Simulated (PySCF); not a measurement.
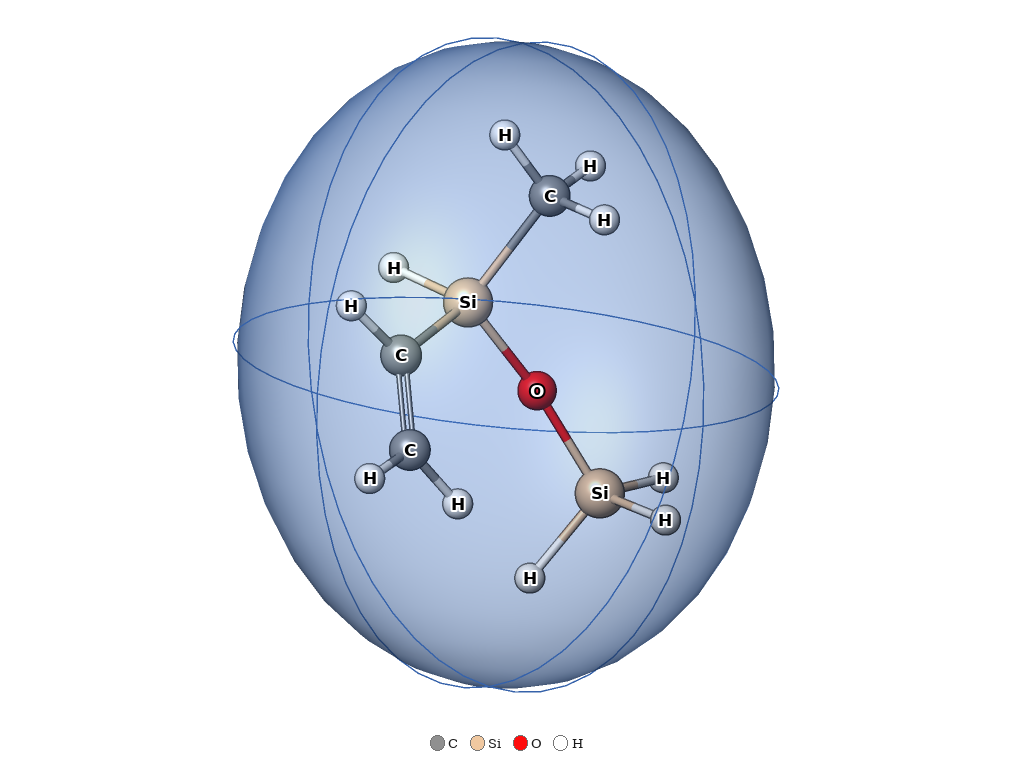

The ellipsoid shows the static dipole polarisability: its half-axes are proportional to the principal values. The computed structure is the end point of a PBE0-D3(BJ)/def2-SVP optimisation. No frequency run is at hand to confirm it as a minimum. Level of theory: LC-wPBE/def2-SVPD (PySCF 2.14.0).

Question. How large and how anisotropic is the polarisability?

Answer. Principal values 76.8, 91.2, 101.0 bohr³; mean 89.7 bohr³ (13.29 Å³); anisotropy 21.1 bohr³, so the longest axis is 1.32 times the shortest.
